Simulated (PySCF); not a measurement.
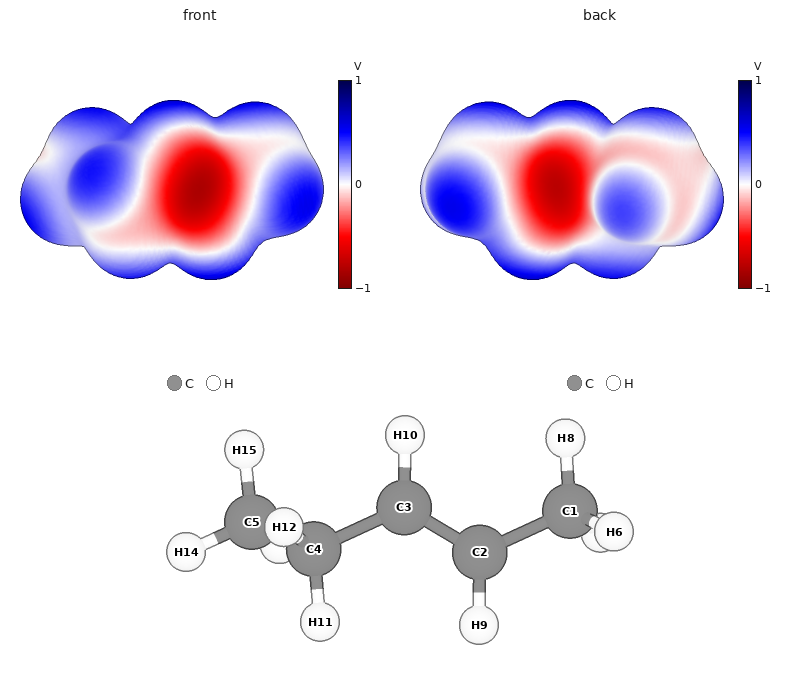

*C₅H₁₀ (SMILES C/C=C/CC). The molecular electrostatic potential painted on the density surface at 0.002 e/bohr³, seen from the front and from behind; red is negative and blue positive. The bare structure is drawn below in the same view.*

Geometry: GFN2-xTB.

All numbers below come from PySCF 2.14.0, PBE0/pcSseg-1, SCF density, gas phase, non-relativistic.

The calculation's input:

```
{"job": {"kind": "nmr", "xc": "PBE0", "basis": "pcSseg-1", "pop": false}, "charge": 0, "multiplicity": 1}
C     -2.490085    -0.136601     0.555150
C     -1.185164    -0.458201    -0.094496
C     -0.161525     0.373395    -0.184022
C      1.150355     0.048483    -0.825603
C      2.297671     0.153451     0.178863
H     -3.303793    -0.231787    -0.163806
H     -2.687333    -0.833589     1.369626
H     -2.488948     0.875623     0.952072
H     -1.110086    -1.453176    -0.515995
H     -0.235342     1.367194     0.240496
H      1.118486    -0.959981    -1.242725
H      1.333044     0.749013    -1.646175
H      2.147133    -0.547109     0.997206
H      3.247006    -0.072701    -0.301370
H      2.350926     1.157943     0.593130
```

Run with:

```sh
OMP_NUM_THREADS=1 python ens_run.py task.json out
```

**Which sites attract a positive test charge, and which a negative one?**

A positive charge is drawn to the negative regions and a negative charge to the positive ones. The most negative region (about −0.8 V) lies over the π face of C2 and C3, the most positive (about +0.6 V) over H9 and H10.
